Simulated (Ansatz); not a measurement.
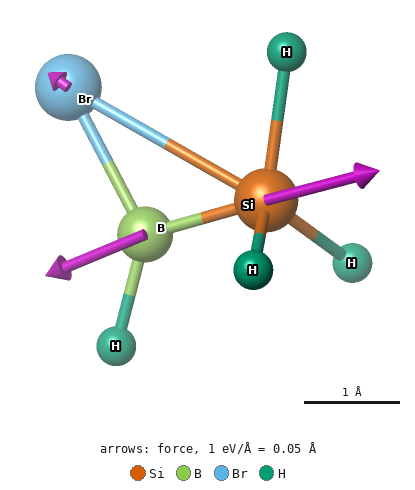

Starting geometry of BSiH₄Br with the computed forces as purple arrows. The picture is a ball-and-stick view, seen at a tilt.

It is one of the separated reactants of a reaction.

Theory: RKS PBE-D4/def2-SVP (Ansatz 0.2.0).

The input:
```yaml
crystal:
  periodic: [false, false, false]
  atoms:
    - {symbol: Si, position_ang: [-0.467217, 0.347102, -0.216602]}
    - {symbol: B, position_ang: [0.524063, -0.464979, 0.443201]}
    - {symbol: Br, position_ang: [1.784960, -0.707589, -0.777018]}
    - {symbol: H, position_ang: [-1.660056, -0.607030, -0.093511]}
    - {symbol: H, position_ang: [-0.096194, 0.720391, -1.707499]}
    - {symbol: H, position_ang: [-0.457520, 1.539135, 0.744263]}
    - {symbol: H, position_ang: [0.371963, -0.827030, 1.607167]}
basis:
  gaussian: {orbitals: def2-SVP}
hamiltonian: {xc: pbe, dispersion: d4}
relax: {f_tol: 0.03, max_steps: 250}
```

Command:
```bash
ansatz run in.yaml --threads 2 --pin off --events-out ev --progress --plain --max-ram 4352MiB
```

Question: Is this structure relaxed? If not, where do the atoms go?

Answer: It isn't relaxed: the largest force vector, on Si1, is 27.01 eV/Å. The final displacements follow the starting forces only in part (cosine between the two patterns 0.41). Over 6 accepted moves (7 points after the start) the energy falls by 153.7 kcal/mol. Largest force component: 19 eV/Å at the start, 0.0071 eV/Å at the end. The line search rejected the trial step at point 5 of the run. Br3 moves most after the best rigid fit: 0.74 Å. Largest moves by element: Br 0.74 Å, H 0.49 Å, B 0.34 Å, Si 0.26 Å. Some distances before and after: Si1–Br3 2.549 → 3.435 Å, Si1–B2 1.441 → 2.020 Å, B2–Br3 1.771 → 1.908 Å, Si1–H5 1.581 → 1.504 Å. Among the angles between lasting bonds that change: Br3–B2–H7 134.5° → 115.3°, Si1–B2–Br3 104.6° → 122.0°, B2–Si1–H4 98.5° → 109.0°. Cost: 18 s on 2 threads of Intel Xeon Platinum 8175M @ 2.50GHz (shared host).
